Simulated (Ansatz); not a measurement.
The relaxed structure here is a generated cell of MgF2: the first start was made by a random draw of sites in a space group, and the end was not matched to a known phase here, so it may be hypothetical. Known forms of MgF2 include space group No. 136.

The end point of a relaxation of MgF2. Space group P6/mmm (No. 191). All values below come from PBEsol (plane waves to 420 eV, PAW, scalar-relativistic; Ansatz, a first-principles code).

```xyz
9
Lattice="6.4422 0.0000 0.0000 -3.2211 5.5791 0.0000 0.0000 0.0000 3.0554" Properties=species:S:1:pos:R:3 pbc="T T T"
F      2.1426     0.0000     0.0000
F     -1.0713     1.8555     0.0000
F      2.1498     3.7235     0.0000
F      4.2996     0.0000     0.0000
F     -2.1498     3.7235     0.0000
F      1.0713     1.8555     0.0000
Mg     0.0000     0.0000     1.5277
Mg     0.0000     3.7194     0.0000
Mg     3.2211     1.8597     0.0000
```

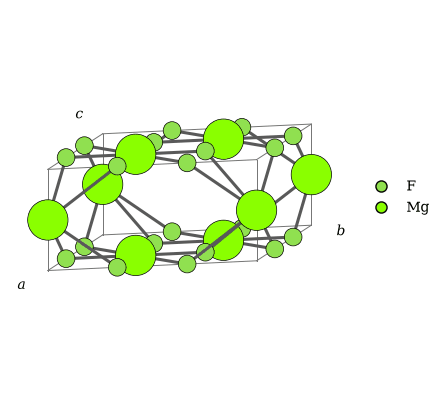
The conventional cell of the relaxed structure

```yaml
volume_per_atom: 12.20 Å³
band_gap: 1.19 eV, indirect (valence top at A, conduction bottom at Γ) (no spin-orbit coupling)
smallest_direct_gap: 1.23 eV at Γ
shortest_distances: F–F 2.14 Å; F–Mg 2.15 Å; Mg–Mg 3.06 Å
k-mesh: 6×6×11
```

Band energies at high-symmetry points (eV from the VBM; labels of this space group; no spin-orbit coupling), from −5 eV up to 5.8 eV:

```
point                                                                                                                    energies
-----  --------------------------------------------------------------------------------------------------------------------------
Γ                  -4.31 -4.31 -2.91 -2.90 -2.90 -2.87 -2.87 -2.05 -2.05 -2.04 -2.04 -1.53 -1.53 -1.17 -0.23 -0.04 1.19 4.16 4.22
M                  -4.89 -4.74 -4.12 -3.93 -2.63 -2.62 -2.33 -2.24 -2.09 -1.76 -1.66 -1.47 -1.46 -0.83 -0.78 -0.50 3.00 3.07 4.18
K      -4.95 -4.80 -4.80 -4.54 -4.54 -4.51 -2.55 -2.54 -2.54 -1.91 -1.91 -1.83 -1.54 -1.54 -1.54 -0.88 -0.70 -0.70 3.36 3.36 3.49
A                        -4.99 -4.10 -4.10 -3.35 -3.35 -3.30 -3.30 -2.65 -2.65 -2.63 -2.63 -1.83 -1.34 -1.34 -0.19 0.00 4.20 4.73
L           -4.80 -4.68 -4.58 -4.44 -4.40 -4.15 -3.87 -3.81 -3.68 -2.90 -2.34 -2.31 -1.84 -1.66 -1.49 -0.74 -0.69 -0.42 4.57 4.82
H           -4.68 -4.51 -4.51 -4.30 -4.24 -4.24 -4.10 -4.10 -4.00 -2.49 -2.49 -2.45 -1.61 -1.61 -1.51 -0.80 -0.60 -0.60 4.72 4.72
```

No spin polarisation in the result.

The run could not lower the symmetry of its start; a shaken copy of this end point relaxes with PBEsol to P-31m (No. 162), 1.141 eV/atom lower.
